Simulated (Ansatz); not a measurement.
Band structure of Na₂Zn₂S₃ (P2_1/c, 14 atoms in the cell).

```
Na2Zn2S3
1.0
    7.01545     0.00000     0.00000
    0.00000     7.06604     0.00000
   -3.31221     0.00000     6.21052
Na Zn S
4 4 6
Direct
  0.85509   0.83700   0.59871
  0.14491   0.16300   0.40129
  0.14491   0.33700   0.90129
  0.85509   0.66300   0.09871
  0.65878   0.11774   0.93104
  0.34122   0.88226   0.06896
  0.34122   0.61774   0.56896
  0.65878   0.38226   0.43104
  0.63533   0.40611   0.75871
  0.36467   0.59389   0.24129
  0.36467   0.90611   0.74129
  0.63533   0.09389   0.25871
  0.00000   0.00000   0.00000
  0.00000   0.50000   0.50000
```

Level of theory: PBEsol, default PAW files made with PBE (plane waves; Ansatz, a first-principles code).

Settings: basis.ecutwfc = 420 eV; kpoints.mp_grid.grid = 3 3 3; hamiltonian.xc = pbesol; hamiltonian.pseudopotentials = {kind: paw} (the program's default PAW files); scf.occupations.method = gaussian; scf.occupations.width = 0.05 eV; kpoints.band_path.npoints = 16.

The starting cell comes from a database of computed structures (which also holds hypothetical and non-ambient phases and stackings), without a prior relaxation at this level. Its lattice was rescaled by a random factor within 2.5 % of one.

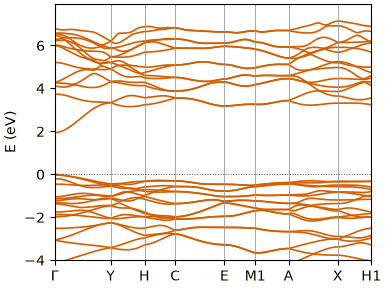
Figure: Bands along the path, energies from the top of the valence band on the path.

Question: Read off roughly the gap and where its edges lie.

Answer: The gap along the path is about 1.9 eV (computed: 1.94 eV), direct at Γ to within 0.01 eV.

Levels in eV from the top of the valence band on the path, bands 57 to 64:
```json
[
 {"point": "Γ", "57": "-0.46", "58": "-0.20", "59": "-0.04", "60": "0.00", "61": "1.94", "62": "3.74", "63": "4.11", "64": "4.25"},
 {"point": "Y", "57": "-0.55", "58": "-0.55", "59": "-0.45", "60": "-0.45", "61": "3.34", "62": "3.34", "63": "4.32", "64": "4.32"},
 {"point": "H", "57": "-0.71", "58": "-0.59", "59": "-0.33", "60": "-0.32", "61": "3.24", "62": "3.56", "63": "4.14", "64": "4.28"},
 {"point": "C", "57": "-0.57", "58": "-0.57", "59": "-0.30", "60": "-0.30", "61": "3.56", "62": "3.56", "63": "3.88", "64": "3.88"},
 {"point": "E", "57": "-0.78", "58": "-0.78", "59": "-0.46", "60": "-0.46", "61": "3.18", "62": "3.18", "63": "4.30", "64": "4.30"},
 {"point": "M1", "57": "-0.58", "58": "-0.58", "59": "-0.50", "60": "-0.50", "61": "3.26", "62": "3.26", "63": "4.18", "64": "4.18"},
 {"point": "A", "57": "-0.45", "58": "-0.45", "59": "-0.39", "60": "-0.39", "61": "3.43", "62": "3.43", "63": "4.45", "64": "4.45"},
 {"point": "X", "57": "-0.57", "58": "-0.50", "59": "-0.35", "60": "-0.32", "61": "3.32", "62": "3.64", "63": "3.86", "64": "4.06"},
 {"point": "H1", "57": "-0.71", "58": "-0.59", "59": "-0.33", "60": "-0.32", "61": "3.24", "62": "3.56", "63": "4.14", "64": "4.28"}
]
```

Keys are those of Ansatz 0.2.
